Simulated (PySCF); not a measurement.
## Single-point calculation of CH₃NOSSi

CH₃NOSSi, computed with B3LYP/ANO-RCC-MB, RKS, sfX2C (PySCF 2.14.0).

The geometry comes from this level: PBE0-D4/def2-TZVP.

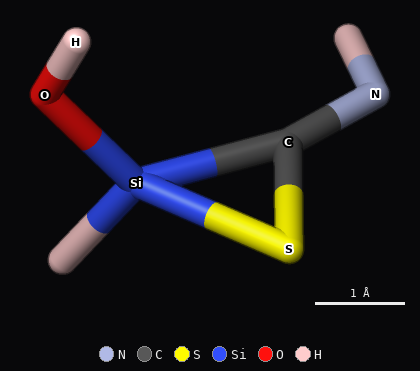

Fig. 1: The input geometry (stick view, seen at a tilt).

### The input (job.py)
```python
# N=C1S[SiH]1O
from pyscf import gto, dft

system = gto.Mole()
system.atom = '''
N      0.360749     3.163024     2.632955
C      0.415362     1.068829     1.533702
S     -0.014929    -2.065093     2.937579
Si     0.610382    -1.351721    -0.915761
O     -1.571496    -1.838326    -3.029987
H      0.656302     4.595625     1.377799
H      3.019026    -2.062636    -2.113092
H     -3.300974    -1.617606    -2.528265
'''
system.basis = 'ano-rcc-mb'
system.unit = 'bohr'
system.charge = 0
system.verbose = 3
system.max_memory = 1860
system.build()

mf = dft.RKS(system, xc='b3lyp')
mf = mf.sfx2c1e()
mf.conv_tol = 1e-10
mf.grids.level = 4
mf.kernel()
if not mf.converged:
    mf = mf.newton().run(mf.mo_coeff, mf.mo_occ)

e_tot = mf.e_tot
print('E = %.10f Eh' % e_tot)
```

Launched with:
```bash
OMP_NUM_THREADS=1 python job.py
```

### The program's output
```
converged SCF energy = -859.109395175166
E = -859.1093951752 Eh
```

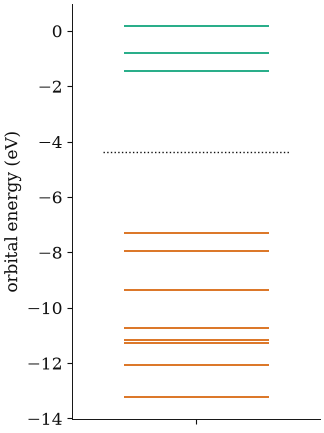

Fig. 2: Orbital energies near the frontier; the dotted line parts filled from empty levels, and levels within 0.02 eV of each other stand side by side. Highest filled −7.32 eV, lowest empty −1.45 eV, 5.87 eV apart.

### Summary

```json
{"quantity": "outcome", "value": "converged"}
{"quantity": "total energy", "value": "−859.109395 hartree"}
{"quantity": "basis functions", "value": "36"}
{"quantity": "HOMO", "value": "−7.32 eV"}
{"quantity": "LUMO", "value": "−1.45 eV"}
{"quantity": "dipole moment", "value": "2.66 D"}
{"quantity": "hardware", "value": "1 thread of Arm Neoverse V1, 24 GiB of memory available, shared host"}
{"quantity": "wall time", "value": "14 s"}
{"quantity": "peak memory", "value": "0.28 GiB"}
```
